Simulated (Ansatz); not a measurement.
# CH6AlNO: small, medium and large basis sets

Aim: see how fast density functionals converge with the basis set for CH6AlNO.

Computed with Ansatz 0.2.0, Gaussian basis. Level: one geometry, several basis sets.

The runs, in order: PBE0-D4/def2-SVP; ωB97M-V/def2-SVP; PBE0-D4/def2-QZVPP; ωB97M-V/def2-QZVPP; the functionals' def2-TZVPP values are taken from earlier runs.

## (1) The relaxed structure

All runs share one geometry, relaxed beforehand with PBE0-D4 in a triple-zeta def2 set.

10 atoms, charge 0, spin multiplicity 1.

Atoms are counted from 1 here; the program's logs count them from 0.

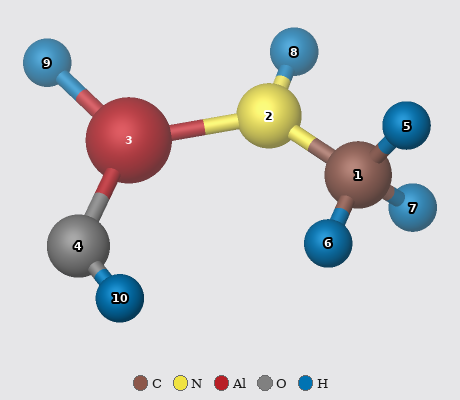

The structure; carbon brown, nitrogen yellow, aluminium red, oxygen grey, hydrogen blue; atoms are numbered from 1 in the order of the file.

As a file:

```
atom    x (Å)    y (Å)    z (Å)
  C1  -1.0695   0.3064  -0.8766
  N2  -0.4853  -0.6555   0.0310
 Al3   1.0130  -0.5651   0.9654
  O4   2.0314   0.7892   0.8946
  H5  -2.0614   0.6427  -0.5510
  H6  -0.4376   1.1963  -0.9386
  H7  -1.1697  -0.0845  -1.8965
  H8  -1.0506  -1.4878   0.1124
  H9   1.4290  -1.7639   1.8950
 H10   1.8840   1.5709   0.3674
```

## (2) PBE0-D4 in def2-SVP

in.yaml reads:

```yaml
crystal:
  periodic: [false, false, false]
  atoms:
    - {symbol: C, position_ang: [-1.069544, 0.306429, -0.876636]}
    - {symbol: N, position_ang: [-0.485336, -0.655460, 0.031040]}
    - {symbol: Al, position_ang: [1.013013, -0.565073, 0.965424]}
    - {symbol: O, position_ang: [2.031376, 0.789202, 0.894588]}
    - {symbol: H, position_ang: [-2.061381, 0.642721, -0.551020]}
    - {symbol: H, position_ang: [-0.437649, 1.196253, -0.938616]}
    - {symbol: H, position_ang: [-1.169716, -0.084539, -1.896480]}
    - {symbol: H, position_ang: [-1.050646, -1.487780, 0.112381]}
    - {symbol: H, position_ang: [1.428987, -1.763858, 1.895021]}
    - {symbol: H, position_ang: [1.883995, 1.570905, 0.367397]}
basis:
  gaussian: {orbitals: def2-SVP}
hamiltonian: {xc: pbe0, dispersion: d4}
output: {orbitals: {seedname: orbitals}}
```

The run is started by

```sh
> ansatz run in.yaml --threads 2 --pin off --events-out ev --progress --plain --max-ram 4352MiB
```

After this run come: ωB97M-V in def2-SVP; PBE0-D4 in def2-QZVPP; ωB97M-V in def2-QZVPP.

**Question.** What will the summary of the whole plan be? Wanted: PBE0-D4: double and triple zeta above quadruple; ωB97M-V: double and triple zeta above quadruple.

**Answer**, as computed:

| quantity | value |
| --- | --- |
| PBE0-D4: double and triple zeta above quadruple | 8.53, 0.51 eV |
| ωB97M-V: double and triple zeta above quadruple | 8.71, 0.49 eV |

What this shows: PBE0-D4 gains 8.02 eV from double to triple zeta, then 0.51 eV more. These are total energies; as a rule much of such shifts cancels in differences, which this series doesn't test. The LUMO of ωB97M-V is positive and keeps falling with the basis (2.17 to 1.06 eV): an unbound level that the basis holds in place.
